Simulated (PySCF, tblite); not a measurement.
**C₆H₉NOSi: geometry, infrared bands and NMR shifts**

Aim: predict the infrared bands and NMR shifts of C₆H₉NOSi (`C#C[C@@H]1C(=O)N[SiH2][C@@H]1C`).

Programs: tblite 0.8.0 and PySCF 2.14.0, with density-fitted response routines of our own. Each step states its level of theory. These are calculated values for one molecule in the gas phase, unless marked as measured. Atoms are numbered from 0 throughout.

## (1) The starting structure

18 atoms, charge 0, multiplicity 1; geometry from: force field or distance geometry start.

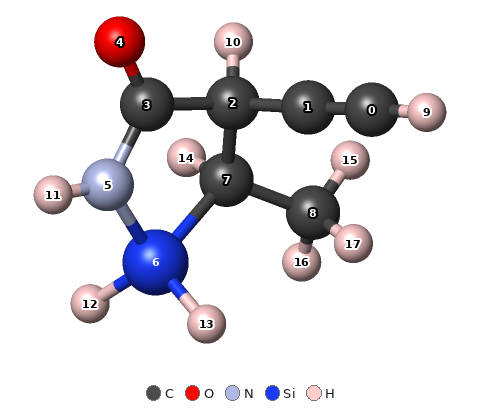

As it starts; carbon dark grey, oxygen red, nitrogen light blue, silicon blue, hydrogen pink, atoms numbered.

## (2) Relaxing the molecule with GFN2-xTB

Job settings and geometry (Å):

```
{"job": {"kind": "relax", "xc": "GFN2-xTB", "basis": "xTB"}, "charge": 0, "multiplicity": 1}
C      2.337800    -0.156400     1.678400
C      1.674700    -0.109700     0.659800
C      0.898600    -0.067800    -0.577600
C      0.737600     1.410400    -1.054500
O      1.620500     2.038000    -1.603000
N     -0.477600     1.973100    -0.735300
Si    -1.601600     0.856800    -0.035700
C     -0.533500    -0.661700    -0.442700
C     -0.672900    -1.870300     0.482000
H      2.908400    -0.183300     2.575300
H      1.425900    -0.614000    -1.365500
H     -0.694900     2.926600    -0.962900
H     -2.887100     0.880300    -0.764200
H     -1.714200     1.104400     1.418400
H     -0.862000    -0.968100    -1.449400
H      0.012900    -2.661800     0.201500
H     -1.692200    -2.273900     0.435100
H     -0.489200    -1.616300     1.528800
```

Launch:

```sh
$ OMP_NUM_THREADS=1 python probes_run.py task.json out
```

The driver reads the jobs from task.json and runs them one after another.

Log:

```text
step      E/eV     max force
  0    -710.73661    1.588
  1    -710.73221    4.047
  2    -710.80871    0.873
  3    -710.83067    0.989
  4    -710.85689    0.529
  5    -710.87638    0.355
  6    -710.88220    0.316
  7    -710.88897    0.176
  8    -710.89190    0.167
  9    -710.89522    0.132
 10    -710.89723    0.128
 11    -710.89881    0.086
 12    -710.90033    0.111
 13    -710.90234    0.121
 14    -710.90446    0.136
 15    -710.90617    0.122
 16    -710.90737    0.074
 17    -710.90840    0.084
 18    -710.90943    0.090
 19    -710.91046    0.103
 20    -710.91146    0.109
 21    -710.91246    0.089
 22    -710.91343    0.070
 23    -710.91422    0.065
 24    -710.91482    0.071
 25    -710.91539    0.070
 26    -710.91599    0.066
 27    -710.91656    0.057
 28    -710.91697    0.048
 29    -710.91733    0.049
 30    -710.91774    0.058
 31    -710.91822    0.054
 32    -710.91862    0.048
 33    -710.91885    0.033
 34    -710.91900    0.032
 35    -710.91919    0.034
 36    -710.91942    0.040
 37    -710.91967    0.045
 38    -710.91988    0.038
 39    -710.92007    0.037
 40    -710.92027    0.044
 41    -710.92050    0.037
 42    -710.92075    0.040
 43    -710.92104    0.039
 44    -710.92135    0.043
 45    -710.92162    0.039
 46    -710.92179    0.026
 47    -710.92189    0.023
 48    -710.92199    0.026
 49    -710.92210    0.033
 50    -710.92225    0.039
 51    -710.92241    0.048
 52    -710.92260    0.043
 53    -710.92281    0.036
 54    -710.92301    0.034
 55    -710.92316    0.032
 56    -710.92325    0.031
 57    -710.92335    0.027
 58    -710.92352    0.043
 59    -710.92376    0.049
 60    -710.92403    0.049
 61    -710.92423    0.030
 62    -710.92440    0.036
 63    -710.92461    0.043
 64    -710.92491    0.061
 65    -710.92528    0.076
 66    -710.92559    0.059
 67    -710.92578    0.027
 68    -710.92590    0.025
 69    -710.92599    0.023
 70    -710.92608    0.026
 71    -710.92615    0.019
 72    -710.92622    0.019
 73    -710.92627    0.018
 74    -710.92632    0.018
 75    -710.92636    0.014
 76    -710.92640    0.018
 77    -710.92645    0.021
 78    -710.92650    0.020
 79    -710.92655    0.015
 80    -710.92658    0.015
 81    -710.92662    0.013
 82    -710.92665    0.017
 83    -710.92667    0.016
 84    -710.92668    0.009
```

It took 0.66 s on 1 thread of Arm Neoverse V1, shared host; peak memory 0.18 GiB.

Along the way: (not every step is listed) (the energy doesn't fall at every step)

| step | energy from step 0 (eV) | largest force (eV/Å) |
| --- | --- | --- |
| 0 | 0.0000 | 1.5878 |
| 1 | 0.0044 | 4.0472 |
| 2 | -0.0721 | 0.8734 |
| 3 | -0.0941 | 0.9893 |
| 4 | -0.1203 | 0.5293 |
| 5 | -0.1398 | 0.3550 |
| 6 | -0.1456 | 0.3158 |
| 7 | -0.1524 | 0.1757 |
| 8 | -0.1553 | 0.1666 |
| 15 | -0.1696 | 0.1218 |
| 22 | -0.1768 | 0.0699 |
| 29 | -0.1807 | 0.0486 |
| 36 | -0.1828 | 0.0404 |
| 43 | -0.1844 | 0.0388 |
| 50 | -0.1856 | 0.0389 |
| 57 | -0.1867 | 0.0274 |
| 64 | -0.1883 | 0.0607 |
| 71 | -0.1895 | 0.0193 |
| 78 | -0.1899 | 0.0199 |
| 79 | -0.1899 | 0.0153 |
| 80 | -0.1900 | 0.0148 |
| 81 | -0.1900 | 0.0134 |
| 82 | -0.1900 | 0.0167 |
| 83 | -0.1901 | 0.0158 |
| 84 | -0.1901 | 0.0085 |

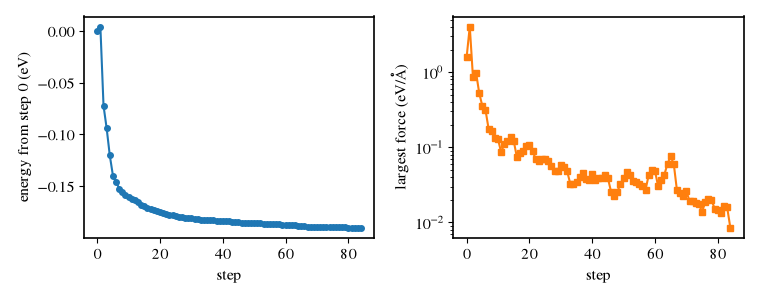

Energy and force, step by step.

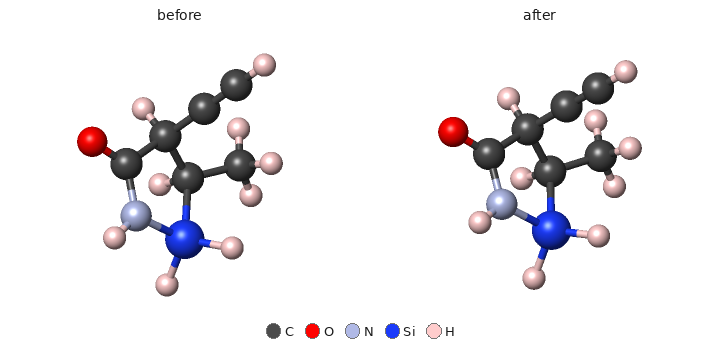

Before and after, at one scale.

Close pairs (by a distance rule), those that changed most:

| bond | before (Å) | after (Å) | change (Å) |
| --- | --- | --- | --- |
| C2–C3 | 1.562 | 1.528 | -0.033 |
| C0–C1 | 1.216 | 1.197 | -0.019 |
| Si6–H13 | 1.479 | 1.462 | -0.018 |
| Si6–H12 | 1.478 | 1.460 | -0.017 |
| C2–C7 | 1.556 | 1.539 | -0.017 |
| C0–H9 | 1.063 | 1.049 | -0.014 |
| C3–N5 | 1.377 | 1.363 | -0.013 |
| C1–C2 | 1.461 | 1.450 | -0.011 |

The next job starts from the end point, and lists it.

## (3) Vibrational analysis with GFN2-xTB

Job settings and geometry (Å):

```
{"job": {"kind": "ir", "xc": "GFN2-xTB", "basis": "xTB"}, "charge": 0, "multiplicity": 1}
C      2.115885     0.041405     1.696952
C      1.549777    -0.056870     0.646719
C      0.853847    -0.118594    -0.624260
C      0.770836     1.334136    -1.092034
O      1.625880     1.914848    -1.711515
N     -0.396032     1.902306    -0.674190
Si    -1.560846     0.852792     0.077779
C     -0.572807    -0.677890    -0.479891
C     -0.640713    -1.914939     0.405479
H      2.626444     0.104621     2.611091
H      1.459963    -0.696775    -1.329335
H     -0.494500     2.884980    -0.877979
H     -2.855173     1.012500    -0.579394
H     -1.608383     1.067989     1.522728
H     -0.907812    -0.963437    -1.483838
H     -0.002574    -2.706305     0.013771
H     -1.661295    -2.289513     0.450549
H     -0.311257    -1.684938     1.415713
```

Log:

```text
mode    cm-1     km/mol
  1      58.2      2.11
  2     118.3      0.41
  3     129.2      0.26
  4     155.4      0.30
  5     214.2      0.05
  6     246.1      1.03
  7     298.4      0.38
  8     358.8      0.50
  9     394.9      9.55
 10     423.8     10.44
 11     466.2      9.30
 12     516.5     28.14
 13     543.3     91.12
 14     592.9     18.09
 15     611.4     50.43
 16     644.8     79.45
 17     650.1     75.96
 18     675.1     12.33
 19     685.2     49.37
 20     700.5     81.97
 21     779.4    249.59
 22     851.1    113.56
 23     906.9     23.34
 24     955.0     19.60
 25     992.1      5.19
 26    1020.0      1.83
 27    1120.3     17.73
 28    1131.8      4.31
 29    1180.5     30.39
 30    1209.5      4.44
 31    1235.6    131.12
 32    1257.0    233.96
 33    1278.5      7.38
 34    1298.9      3.36
 35    1416.7      2.02
 36    1499.6      2.00
 37    1507.4      4.17
 38    1779.5    651.29
 39    2280.2    305.94
 40    2284.1     99.17
 41    2299.4    187.36
 42    2916.4     39.39
 43    2935.1     31.00
 44    3012.5     37.22
 45    3029.8     39.87
 46    3043.9     21.27
 47    3396.5      5.39
 48    3457.4      2.59
```

It took 0.75 s on 1 thread of Arm Neoverse V1, shared host; peak memory 0.18 GiB.

Which atoms move in the most intense modes:

| cm⁻¹ | km/mol | atoms |
| --- | --- | --- |
| 779 | 249.6 | H12 46 %, H13 44 % |
| 851 | 113.6 | N5 36 %, C2 19 %, Si6 19 %, H11 14 % |
| 1236 | 131.1 | C3 45 %, H11 35 %, N5 11 % |
| 1257 | 234.0 | N5 46 %, H11 22 %, C3 14 % |
| 1780 | 651.3 | C3 64 %, O4 34 % |
| 2280 | 305.9 | H13 68 %, H12 18 % |
| 2284 | 99.2 | C1 52 %, C0 28 % |
| 2299 | 187.4 | H12 75 %, H13 22 % |

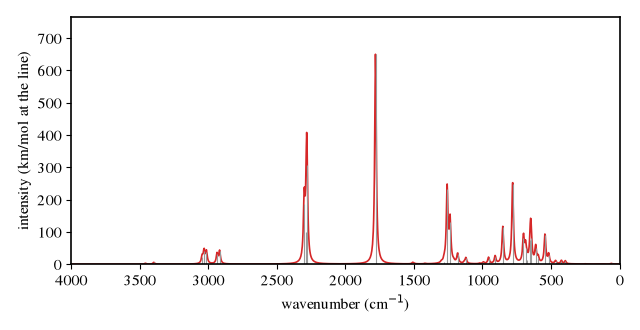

The infrared spectrum from these modes, unscaled. Lines are broadened to a width of 14 cm⁻¹ (Lorentzian).

## (4) Shielding tensors: PBE0/pcSseg-1

The job, as its differences from that of step 3:

```diff
@@ -1,2 +1,2 @@
-{"job": {"kind": "ir", "xc": "GFN2-xTB", "basis": "xTB"}, "charge": 0, "multiplicity": 1}
+{"job": {"kind": "nmr", "xc": "PBE0", "basis": "pcSseg-1"}, "charge": 0, "multiplicity": 1}
 C      2.115885     0.041405     1.696952
```

With the program's defaults for keys left out, this is: GIAO PBE0/pcSseg-1 NMR shielding, non-relativistic, gas phase.

Log:

```text
coarse grid: 15872 points
cycle   1  E = -652.6694886128  dE =  1.501e+00  |g| = 8.909e-01  |ddm| = 4.089e+00
cycle   2  E = -652.2359001263  dE =  4.336e-01  |g| = 1.735e+00  |ddm| = 2.461e+00
cycle   3  E = -652.8175575343  dE = -5.817e-01  |g| = 2.690e-01  |ddm| = 1.846e+00
cycle   4  E = -652.8320849726  dE = -1.453e-02  |g| = 9.004e-02  |ddm| = 2.992e-01
cycle   5  E = -652.8334810336  dE = -1.396e-03  |g| = 3.866e-02  |ddm| = 8.815e-02
cycle   6  E = -652.8337917040  dE = -3.107e-04  |g| = 1.388e-02  |ddm| = 3.360e-02
cycle   7  E = -652.8338353856  dE = -4.368e-05  |g| = 3.894e-03  |ddm| = 1.189e-02
cycle   8  E = -652.8338387459  dE = -3.360e-06  |g| = 7.831e-04  |ddm| = 3.967e-03
final grid: 149728 points
cycle   9  E = -652.8962227883  dE = -2.529e-05  |g| = 1.294e-02  |ddm| = 4.484e-02
cycle  10  E = -652.8961341505  dE =  8.864e-05  |g| = 2.509e-02  |ddm| = 3.022e-02
cycle  11  E = -652.8962555103  dE = -1.214e-04  |g| = 2.589e-03  |ddm| = 2.090e-02
cycle  12  E = -652.8962569771  dE = -1.467e-06  |g| = 4.912e-04  |ddm| = 2.197e-03
cycle  13  E = -652.8962570153  dE = -3.822e-08  |g| = 2.929e-04  |ddm| = 5.524e-04
cycle  14  E = -652.8962570355  dE = -2.017e-08  |g| = 6.459e-05  |ddm| = 2.716e-04
cycle  15  E = -652.8962570365  dE = -9.654e-10  |g| = 1.740e-05  |ddm| = 7.509e-05
converged SCF energy = -652.8962570365

GIAO shielding tensors (ppm)
atom      isotropic    diamagn.    paramagn.     s11        s22        s33       span
  0 C      105.682     258.724    -153.042     32.461     38.228    246.358    213.897
  1 C      101.114     266.623    -165.509      3.437      7.781    292.125    288.688
  2 C      144.871     245.080    -100.209    132.468    141.364    160.781     28.314
  3 C        8.371     246.710    -238.340    -84.524     39.096     70.540    155.064
  4 O     -110.253     396.248    -506.501   -382.517   -242.329    294.086    676.603
  5 N      151.595     328.363    -176.768     56.350    161.090    237.345    180.995
  6 Si     376.430     879.927    -503.496    347.153    370.450    411.687     64.534
  7 C      163.400     251.701     -88.301    145.029    170.659    174.514     29.485
  8 C      171.973     244.154     -72.181    162.526    167.679    185.714     23.188
  9 H       29.970      34.707      -4.737     24.625     24.891     40.393     15.768
 10 H       28.471      29.184      -0.713     24.243     27.054     34.116      9.874
 11 H       27.767      30.242      -2.475     22.948     24.403     35.950     13.002
 12 H       26.946      28.886      -1.940     23.496     24.621     32.722      9.227
 13 H       26.806      29.189      -2.383     24.090     24.593     31.734      7.644
 14 H       29.943      31.877      -1.934     25.819     27.851     36.159     10.340
 15 H       30.400      28.571       1.829     25.848     27.505     37.846     11.998
 16 H       30.567      28.266       2.301     25.543     28.184     37.974     12.431
 17 H       29.884      29.493       0.391     25.400     29.650     34.602      9.202
```

It took 53 s on 1 thread of Arm Neoverse V1, shared host; peak memory 0.91 GiB.

Shifts follow as δ = σ(reference) − σ, with reference shieldings (ppm) from runs at the same level and on the same kind of geometry: ¹H TMS 31.72, ¹³C TMS 186.9, ²⁹Si TMS 349.2, ¹⁵N NH3 267.7, ¹⁷O H2O 336.1. The references are single molecules in the gas phase, so shifts against H2O, NH3, PH3, H3PO4 or CFCl3 are not on the usual liquid scales and can be off by tens of ppm. Atoms listed in one row are averaged.

| atoms | environment | σ (ppm) | δ (ppm) | δ scaled to CDCl3 |
| --- | --- | --- | --- | --- |
| C3 | amide carbonyl carbon | 8.4 | 178.6 | 172.4 |
| C1 | alkyne carbon | 101.1 | 85.8 | 81.8 |
| C0 | terminal alkyne carbon | 105.7 | 81.2 | 77.4 |
| C2 | sp3 CH α to a carbonyl | 144.9 | 42.1 | 39.1 |
| C7 | sp3 CH bonded to Si | 163.4 | 23.5 | 21.0 |
| C8 | methyl carbon | 172.0 | 15.0 | 12.7 |
| H13 | hydrogen on a silicon bonded to C, N, in a 5-membered ring | 26.81 | 4.91 | – |
| H12 | hydrogen on a silicon bonded to C, N, in a 5-membered ring | 26.95 | 4.77 | – |
| H11 | hydrogen on an amide-type nitrogen | 27.77 | 3.95 | – |
| H10 | hydrogen on an sp3 CH α to a carbonyl | 28.47 | 3.25 | 3.17 |
| H14 | hydrogen on an sp3 CH bonded to Si | 29.94 | 1.77 | 1.78 |
| H9 | hydrogen on a terminal alkyne carbon | 29.97 | 1.75 | 1.75 |
| H15, H16, H17 | hydrogen on a methyl carbon | 30.28 | 1.43 | 1.46 |
| O4 | amide-type carbonyl oxygen | -110.3 | 446.3 | – |
| N5 | amide-type nitrogen | 151.6 | 116.1 | – |
| Si6 | silicon bonded to C, N, 2 H, in a 5-membered ring | 376.4 | -27.3 | – |

The scaled column applies a straight-line fit of computed shieldings to shifts measured in CDCl3 (root-mean-square error 0.16 ppm for H, 1.9 ppm for C).

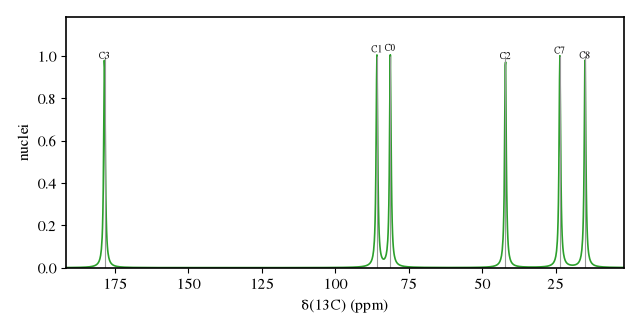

¹³C lines at the computed shifts, without couplings. Lines are broadened to a width of 0.65 ppm (Lorentzian).

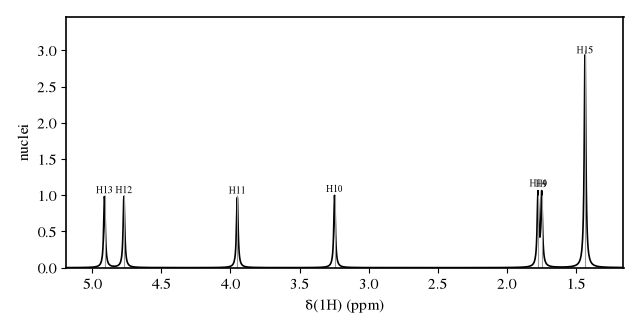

¹H lines at the computed shifts, without couplings. Lines are broadened to a width of 0.01 ppm (Lorentzian).

The run also stored atomic charges by several schemes (e):

| atoms | Mulliken | IAO | Hirshfeld | ESP fit |
| --- | --- | --- | --- | --- |
| C0 | -0.39 | -0.24 | -0.10 | -0.45 |
| C1 | 0.30 | -0.03 | -0.03 | 0.08 |
| C2 | -0.23 | -0.17 | -0.02 | -0.18 |
| C3 | 0.47 | 0.45 | 0.18 | 0.57 |
| O4 | -0.39 | -0.48 | -0.29 | -0.52 |
| N5 | -0.59 | -0.62 | -0.20 | -0.68 |
| Si6 | 0.82 | 0.88 | 0.39 | 0.56 |
| C7 | -0.55 | -0.37 | -0.10 | 0.05 |
| C8 | -0.19 | -0.42 | -0.12 | -0.46 |

ESP fit charges:

C0 -0.45; C1 0.08; C2 -0.18; C3 0.57; O4 -0.52; N5 -0.68; Si6 0.56; C7 0.05; C8 -0.46; H9 0.31; H10 0.15; H11 0.37; H12 -0.13; H13 -0.10; H14 0.05; H15 0.14; H16 0.12; H17 0.12

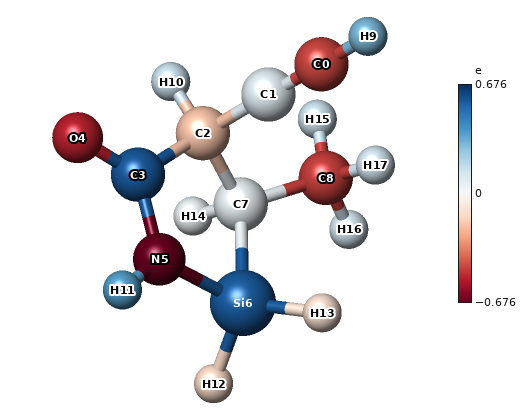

ESP fit charges, as colours on the atoms.

Mayer bond orders: C0–C1 2.55, C1–C2 0.94, C2–C3 0.95, C3–O4 2.00, C3–N5 1.15, N5–Si6 0.89, Si6–C7 0.88, C7–C8 1.06, C7–C2 0.97.

Ring of atoms C2, C3, N5, Si6, C7: NICS(0) -4.6, NICS(1) -3.2, NICS(1)zz -2.4 ppm (means of both faces).

Orbitals, density, ELF and potential are computed afterwards from the orbital file.

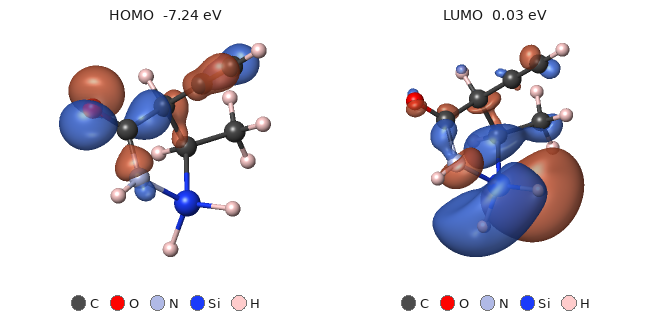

PBE0/pcSseg-1 orbitals near the gap, drawn at the value that encloses 70 % of each; the two colours are the two signs.

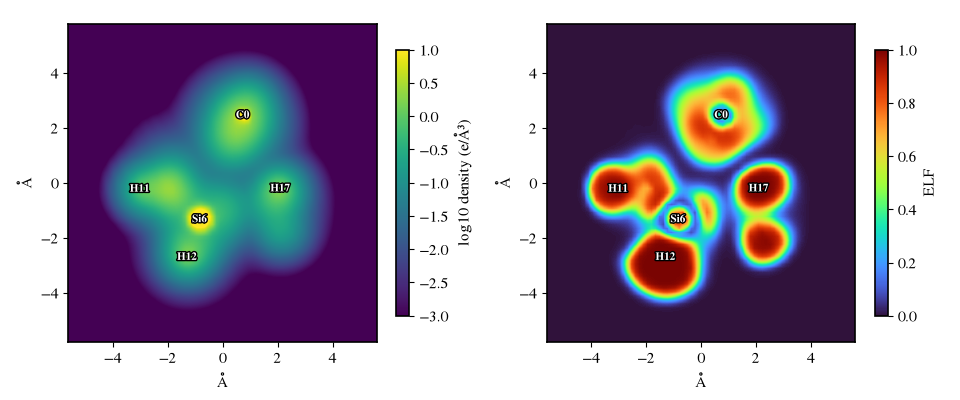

Density (left) and ELF (right) in a plane through or near 5 of the atoms.

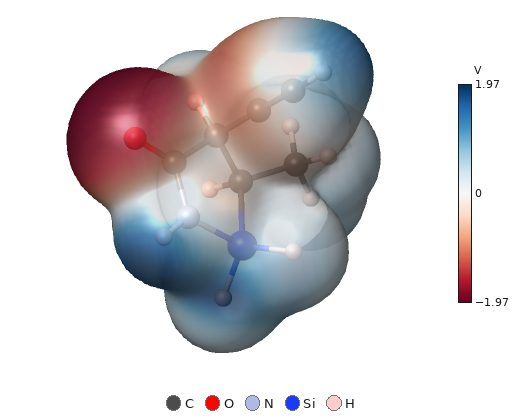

The potential that a unit positive charge feels on the 0.002 e/bohr³ surface, from -1.97 V near O4 to 1.78 V near H11.

## (5) Results

| quantity | value |
| --- | --- |
| strongest single infrared mode (GFN2-xTB) | 1780 cm⁻¹, 651 km/mol |
| zero-point energy (GFN2-xTB) | 83.7 kcal/mol |
| ¹³C shifts against TMS (PBE0/pcSseg-1) | 178.6, 85.8, 81.2, 42.1, 23.5, 15.0 ppm |
| ¹H shifts against TMS (PBE0/pcSseg-1, means over atoms taken as alike) | 4.91, 4.77, 3.95, 3.25, 1.77, 1.75, 1.43 ppm |
| ¹⁷O shifts against H2O (PBE0/pcSseg-1) | 446.3 ppm |
| ¹⁵N shifts against NH3 (PBE0/pcSseg-1) | 116.1 ppm |
| ²⁹Si shifts against TMS (PBE0/pcSseg-1) | -27.3 ppm |
| surface potential, least and greatest | -1.97 V and 1.78 V |

**Reading.** The optimisation took 84 steps and gained 0.190 eV; among the close pairs (by a distance rule), C2–C3 changed most, from 1.562 to 1.528 Å. All 48 modes are real, so the xTB geometry is a minimum. The strongest single mode, at 1780 cm⁻¹, moves mainly C3 and O4. Unscaled tight-binding wavenumbers are off by several per cent, some by more. Its intensities can rank the bands wrongly. At PBE0/pcSseg-1: The widest tensor belongs to O4: span 677 ppm, with a paramagnetic part of -507 ppm.
